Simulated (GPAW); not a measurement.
# NaHF2 (R-3m): the F K absorption edge

How does the F K edge of NaHF2 (R-3m) move when the bonds are compressed or stretched?

Method: X-ray absorption from dipole matrix elements to empty bands, plane-wave PAW LDA, in GPAW 26.7.0.

## 1. The structure

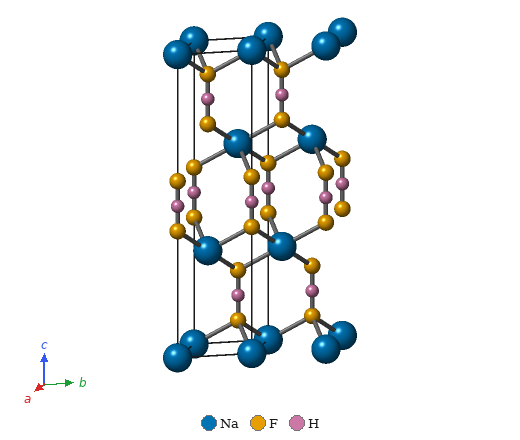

The starting structure, seen slightly off an axis (sodium blue, fluorine orange, hydrogen pink). 1×2×1 cells are drawn. This picture shows the conventional cell, with its axes. Bonds to atoms that aren't drawn are left out. Some periodic images of atoms are drawn too.

## 2. The field without a hole

The ground state comes first: it tells whether the system has a gap, which decides how the excited electron is treated.

scf.py

```python
import numpy as np
from ase import Atoms
from ase.parallel import parprint, paropen
from gpaw import GPAW, PW, FermiDirac, Mixer, MixerDif, setup_paths
from gpaw.test import gen
setup_paths.insert(0, '.')
gen('F', name='nch1s', xcname='LDA', corehole=(1, 0, 0), write_xml=True)
from gpaw.mpi import world
world.barrier()

atoms = Atoms('NaF2H',
    cell=[[1.737, 1.00285742, 4.58333333],
     [-1.737, 1.00285742, 4.58333333],
     [0, -2.00571484, 4.58333333]],
    scaled_positions=[[0, 0, 0],
     [0.5824, 0.5824, 0.5824],
     [0.4176, 0.4176, 0.4176],
     [0.5, 0.5, 0.5]],
    pbc=True)
atoms.calc = calc = GPAW(legacy_gpaw=True, mode=PW(500), xc='LDA', setups={1: 'nch1s'},
    kpts={'size': (8, 8, 8), 'gamma': True}, occupations=FermiDirac(0.05),
    charge=0, mixer=Mixer(0.1, 5, 50), maxiter=150,
    convergence={'density': 0.0001}, txt='scf.txt')
energy = atoms.get_potential_energy() + calc.get_reference_energy()
ef = calc.get_fermi_level()
out = dict(energy=energy, fermi=ef, forces=atoms.get_forces().tolist())
parprint(f'all-electron energy {energy:.4f} eV, Fermi level {ef:.4f} eV')
ev = np.array([[calc.get_eigenvalues(k, s) for k in range(len(calc.get_ibz_k_points()))] for s in range(calc.get_number_of_spins())])
out['homo'], out['lumo'], out['counts'] = ev[ev < ef].max(), ev[ev > ef].min(), sorted(set((ev < ef).sum((0, 2)).tolist()))
out['filled'] = (ev[:, 0] < ef).sum(1).tolist()
import json
with paropen('out.json', 'w') as f:
    json.dump(out, f)
```

Run with:

```sh
> OMP_NUM_THREADS=1 mpirun -n 2 gpaw python scf.py
```

Numbers of over 12 decimals in the logs are rounded to 6 here.

Log:

```text
Input parameters:
  convergence: {density: 0.0001}
  kpts: {gamma: True,
         size: (8, 8, 8)}
  maxiter: 150
  mixer: {backend: pulay,
          beta: 0.1,
          method: separate,
          nmaxold: 5,
          weight: 50}
  mode: {ecut: 500.0,
         name: pw}
  occupations: {fixmagmom: False,
                name: fermi-dirac,
                width: 0.05}
  setups: {1: nch1s}

Initialize ...

[... PAW data sets ...]

Reference energy: -9808.755084  # eV

Spin-paired calculation

[... convergence settings ...]
Symmetries present (total): 2
  [... symmetry matrices ...]

512 k-points: 8 x 8 x 8 Monkhorst-Pack grid + [1/16,1/16,1/16]
150 k-points in the irreducible part of the Brillouin zone
       k-points in crystal coordinates                weights
   0:     0.00000000    0.00000000    0.00000000          1/512
   1:     0.00000000    0.00000000    0.12500000          2/512
   2:     0.00000000    0.00000000    0.25000000          2/512
   3:     0.00000000    0.00000000    0.37500000          2/512
   4:     0.00000000    0.00000000    0.50000000          1/512
   5:     0.12500000   -0.12500000    0.00000000          2/512
   6:     0.12500000   -0.12500000    0.12500000          4/512
   7:     0.12500000   -0.12500000    0.25000000          4/512
   8:     0.12500000   -0.12500000    0.37500000          4/512
   9:     0.12500000   -0.12500000    0.50000000          2/512
          ...
 149:     0.50000000    0.50000000    0.50000000          1/512

Wave functions: Plane wave expansion
  Cutoff energy: 500.000 eV
  Number of coefficients (min, max): 1187, 1240
  Pulay-stress correction: 0.000000 eV/Ang^3 (de/decut=0.000000)
  Using FFTW library
  Wavefunction extrapolation:
    Improved wavefunction reuse through dual PAW basis

Occupation numbers: Fermi-Dirac:
  width: 0.0500  # eV

Eigensolver
   Davidson(niter=2)

Densities:
  Coarse grid: 27*27*27 grid
  Fine grid: 54*54*54 grid
  Total Charge: 0.000000

Density mixing:
  Method: separate
  Backend: pulay
  Linear mixing parameter: 0.1
  old densities: 5
  Width of damping distribution: 1.1
  Damping of long wavelength oscillations: 50

[... Hamiltonian set-up ...]
Number of atoms: 4
Number of atomic orbitals: 16
Number of bands in calculation: 16
Number of valence electrons: 22
Bands to converge: occupied

... initialized

Initializing position-dependent things.

Density initialized from atomic densities
Creating initial wave functions:
  16 bands from LCAO basis set

       F

       H
       F

       Na

Atomic positions and initial magnetic moments

Positions:
   0 Na     0.000000    0.000000    0.000000    ( 0.0000,  0.0000,  0.0000)
   1 F      0.000000   -0.000000    8.008000    ( 0.0000,  0.0000,  0.0000)
   2 F      0.000000   -0.000000    5.742000    ( 0.0000,  0.0000,  0.0000)
   3 H      0.000000    0.000000    6.875000    ( 0.0000,  0.0000,  0.0000)

Unit cell:
           periodic     x           y           z      points  spacing
  1. axis:    yes    1.737000    1.002857    4.583333    27     0.1089
  2. axis:    yes   -1.737000    1.002857    4.583333    27     0.1089
  3. axis:    yes    0.000000   -2.005715    4.583333    27     0.1089

  Lengths:   5.002983   5.002983   5.002983
  Angles:   40.631430  40.631430  40.631430

Effective grid spacing dv^(1/3) = 0.1345

iter:   1   -19.297172
iter:   2   -18.914712   -1.53  -1.20
iter:   3   -18.470347   -1.12  -1.28
iter:   4   -18.459594   -2.21  -1.52
iter:   5   -18.445670   -2.44  -1.90
iter:   6   -18.447718   -3.15  -2.75
iter:   7   -18.445483c  -3.74  -2.52
iter:   8   -18.445511c  -3.48  -2.94
iter:   9   -18.445190c  -4.15  -3.08
iter:  10   -18.445187c  -6.71  -4.00c
iter:  11   -18.445187c  -6.58  -4.51c
iter:  12   -18.445187c  -7.71c -4.46c

Converged after 12 iterations.

Dipole moment: (-0.000000, -0.000000, 0.000000) |e|*Ang

Energy contributions relative to reference atoms: (reference = -9808.755084)

Kinetic:        +19.581218
Potential:      -20.253567
External:        +0.000000
XC:             -18.172154
Entropy (-ST):   -0.000000
Local:           +0.399316
SIC:             +0.000000
--------------------------
Free energy:    -18.445187
Extrapolated:   -18.445187

Showing only first 2 kpts
 Kpt  Band  Eigenvalues  Occupancy
  0     9     -4.06109    2.00000
  0    10     -3.99453    2.00000
  0    11      2.76498    0.00000
  0    12      9.03946    0.00000

  1     9     -4.07617    2.00000
  1    10     -3.96875    2.00000
  1    11      3.18924    0.00000
  1    12      9.13953    0.00000

Fermi level: -1.79454

Gap: 6.597 eV
Transition (v -> c):
  (s=0, k=149, n=10, [0.50, 0.50, 0.50]) -> (s=0, k=0, n=11, [0.00, 0.00, 0.00])
Direct/indirect transitions are different
Direct gap: 6.760 eV
Transition at: (s=0, k=0, n=10, [0.00, 0.00, 0.00])

Forces in eV/Ang:
  0 Na    0.00000    0.00000    0.00000
  1 F     0.00000    0.00000    0.39295
  2 F     0.00000   -0.00000   -0.39295
  3 H     0.00000    0.00000   -0.00000
Scalar-relativistic atomic LDA calculation for F (Fluorine, Z=9)
Core hole in 1s state (1s occupation: 2.0)
300 radial gridpoints.
|------------------------------------------------|
|------------------------------------------------|
[... the atom generator's iteration count ...]

Energy contributions:
-------------------------
Kinetic:      +98.924702
XC:            -9.628727
Potential:   -188.480882
-------------------------
Total:        -99.184907

state      eigenvalue         ekin         rmax
-----------------------------------------------
1s^2.0 :   -24.213779    36.855229        0.115
2s^2.0 :    -1.089490     4.159703        0.767
2p^5.0 :    -0.415007     3.378968        0.703
-----------------------------------------------
(units: Bohr and Hartree)

Generating PAW setup
Kinetic energy of the core from tauc = 73.784289
Cutoffs:
rc(s)=1.200
rc(p)=1.200
rc(d)=1.200
rc(vbar)=1.080
rc(comp)=1.200
rc(nct)=1.200

Kinetic energy of the core states: 73.710458
Charge: 0.0
Core electrons: 2.0
Valence electrons: 7.0
Pseudo-core charge: 0.000387
Shape function alpha=6.944
Pseudo-electron charge 6.013308
state    eigenvalue         norm
--------------------------------
2s(2) :    -1.089490     1.062936
*s    :    -0.089490
2p(5) :    -0.415007     0.777410
*p    :     0.584993
*d    :     0.000000
--------------------------------

Diagonalizing with gridspacing h=0.050

state   all-electron     PAW
-------------------------------
2s:      -1.089490    -1.091166
2p:      -0.415007    -0.417133
*d:                    0.051257
*f:                    0.077758
-------------------------------
all-electron energy -9827.2003 eV, Fermi level -1.7945 eV
```

Wall time 42 s (2 MPI ranks of Arm Neoverse V2, shared host); peak memory 0.23 GiB.

The mesh shows a gap of 6.60 eV, so the hole is first treated in a charged cell, without the excited electron.

## 3. Reference energy of the supercell

The photon energy needs a difference of total energies, so the cell and mesh of the coming hole run are first run without a hole.

scf.py: that of step 2 with these lines changed.

```diff
@@ -10,13 +10,25 @@
 
-atoms = Atoms('NaF2H',
-    cell=[[1.737, 1.00285742, 4.58333333],
-     [-1.737, 1.00285742, 4.58333333],
-     [0, -2.00571484, 4.58333333]],
+atoms = Atoms('Na4F8H4',
+    cell=[[3.474, -2.00571484, 4.58333333],
+     [-3.474, -2.00571484, 4.58333333],
+     [0, -4.01142967, -4.58333333]],
     scaled_positions=[[0, 0, 0],
-     [0.5824, 0.5824, 0.5824],
-     [0.4176, 0.4176, 0.4176],
-     [0.5, 0.5, 0.5]],
+     [0.5, 0.5, 0],
+     [0, 0.5, 0.5],
+     [0.5, 0, 0.5],
+     [0.5824, 0.5824, 0.4176],
+     [0.0824, 0.0824, 0.4176],
+     [0.5824, 0.0824, 0.9176],
+     [0.0824, 0.5824, 0.9176],
+     [0.4176, 0.4176, 0.5824],
+     [0.9176, 0.9176, 0.5824],
+     [0.4176, 0.9176, 0.0824],
+     [0.9176, 0.4176, 0.0824],
+     [0.5, 0.5, 0.5],
+     [0, 0, 0.5],
+     [0.5, 0, 0],
+     [0, 0.5, 0]],
     pbc=True)
-atoms.calc = calc = GPAW(legacy_gpaw=True, mode=PW(500), xc='LDA', setups={1: 'nch1s'},
-    kpts={'size': (8, 8, 8), 'gamma': True}, occupations=FermiDirac(0.05),
+atoms.calc = calc = GPAW(legacy_gpaw=True, mode=PW(500), xc='LDA', setups={4: 'nch1s'},
+    kpts={'size': (3, 3, 3), 'gamma': True}, occupations=FermiDirac(0.02),
     charge=0, mixer=Mixer(0.1, 5, 50), maxiter=150,
```

Log:

```text
Input parameters:
  convergence: {density: 0.0001}
  kpts: {gamma: True,
         size: (3, 3, 3)}
  maxiter: 150
  mixer: {backend: pulay,
          beta: 0.1,
          method: separate,
          nmaxold: 5,
          weight: 50}
  mode: {ecut: 500.0,
         name: pw}
  occupations: {fixmagmom: False,
                name: fermi-dirac,
                width: 0.02}
  setups: {4: nch1s}

Initialize ...

[...]
2s(2) :    -1.089490     1.062936
*s    :    -0.089490
2p(5) :    -0.415007     0.777410
*p    :     0.584993
*d    :     0.000000
--------------------------------

Diagonalizing with gridspacing h=0.050

state   all-electron     PAW
-------------------------------
2s:      -1.089490    -1.091166
2p:      -0.415007    -0.417133
*d:                    0.051257
*f:                    0.077758
-------------------------------
all-electron energy -39308.7970 eV, Fermi level -1.8060 eV
[key lines of the parts left out:]
Converged after 13 iterations.
Dipole moment: (0.000000, -0.000000, 0.000000) |e|*Ang
Free energy:    -73.776667
Fermi level: -1.80597
```

The job ended after 24 s (2 MPI ranks; peak memory 0.3 GiB; 47 s of CPU time).

Reference energy: -39308.797 eV with the cores included.

(Continued in part 2 of 3.)

[Banner, clock and machine lines of the logs are left out without a mark of their own.]

[Logs are printed without paths, hosts, clocks, repeated set-up lines and the standing remarks that a program may print on its own settings, such as how far it seeks lower states.]

[Hosts, paths, dates, database ids (printed as entryN), source tags and the programs' standing remarks are cut or masked in the printed files.]

[Lists of maxima count a maximum above −3 eV only where it reaches 4 % of the highest in the window and stands out from its surroundings by 2 % of it (1.5 % where it reaches 55 %); shoulders and weaker maxima are passed over, and of the rest the first, up to two pre-edge ones and the few strongest are named.]
